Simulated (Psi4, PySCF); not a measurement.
Intermolecular potential of CH3F ··· H3ClSi (SMILES CF and [SiH3]Cl). Monomers: optimised at B3LYP-D3(BJ) (def2-TZVP), held rigid. Orientation: lowest of the rigid-body minima from ten starts at GFN2-xTB. R is the distance of the centres of mass, along which the second monomer moves.

Geometry at R = 3.46 Å (first 5 atoms: monomer A):
```
10

C     -0.0663     0.0046     0.0066
F      1.3128    -0.0904    -0.1317
H     -0.3182    -0.0519     1.0664
H     -0.3966     0.9582    -0.4072
H     -0.5318    -0.8205    -0.5341
Si     2.5304    -3.0107    -1.1271
Cl     0.5070    -3.4175    -1.2263
H      2.8679    -2.6525     0.2642
H      3.2712    -4.2176    -1.5428
H      2.8266    -1.8858    -2.0354
```

Methods: RKS-BP86/6-31G* = restricted BP86/6-31G*, spherical d, no counterpoise correction (PySCF); BLYP-D3(BJ)/def2-TZVP, counterpoise-corrected (Psi4); SCS-MP2/aug-cc-pVDZ = DF-SCS-MP2/aug-cc-pVDZ, frozen core, counterpoise-corrected (Psi4); BLYP/def2-TZVP, counterpoise-corrected (Psi4); MP2/aug-cc-pVDZ = DF-MP2/aug-cc-pVDZ, frozen core, counterpoise-corrected (Psi4 1.11).

Interaction energies in kJ/mol (negative: bound); R is the distance of the centres of mass, d the H5···Cl7 distance.

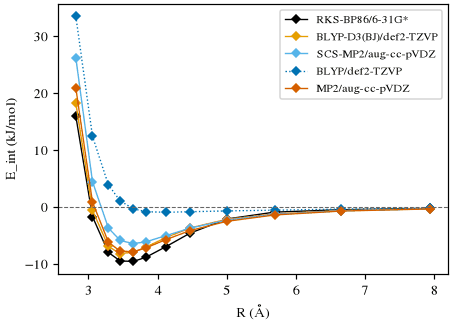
*Interaction energy against separation.*

```tsv
R / Å	d / Å	RKS-BP86/6-31G*	BLYP-D3(BJ)/def2-TZVP	SCS-MP2/aug-cc-pVDZ	BLYP/def2-TZVP	MP2/aug-cc-pVDZ
2.82	2.25	15.88	18.20	26.16	33.45	20.83
3.06	2.49	-1.74	-0.61	4.41	12.40	0.82
3.29	2.71	-8.04	-6.99	-3.75	3.83	-6.23
3.46	2.88	-9.54	-8.24	-5.92	1.03	-7.82
3.65	3.07	-9.62	-8.01	-6.49	-0.37	-7.90
3.83	3.25	-8.90	-7.12	-6.18	-0.86	-7.25
4.12	3.54	-7.03	-5.42	-5.09	-0.99	-5.79
4.47	3.88	-4.65	-3.74	-3.77	-0.88	-4.20
5.00	4.41	-2.16	-2.22	-2.35	-0.74	-2.57
5.69	5.10	-0.95	-1.28	-1.36	-0.61	-1.46
6.65	6.05	-0.53	-0.67	-0.73	-0.42	-0.77
7.94	7.34	-0.30	-0.33	-0.38	-0.25	-0.39
```

Lowest grid point: RKS-BP86/6-31G* -9.62 kJ/mol at R = 3.65 Å; BLYP-D3(BJ)/def2-TZVP -8.24 kJ/mol at R = 3.46 Å; SCS-MP2/aug-cc-pVDZ -6.49 kJ/mol at R = 3.65 Å; BLYP/def2-TZVP -0.99 kJ/mol at R = 4.12 Å; MP2/aug-cc-pVDZ -7.90 kJ/mol at R = 3.65 Å.
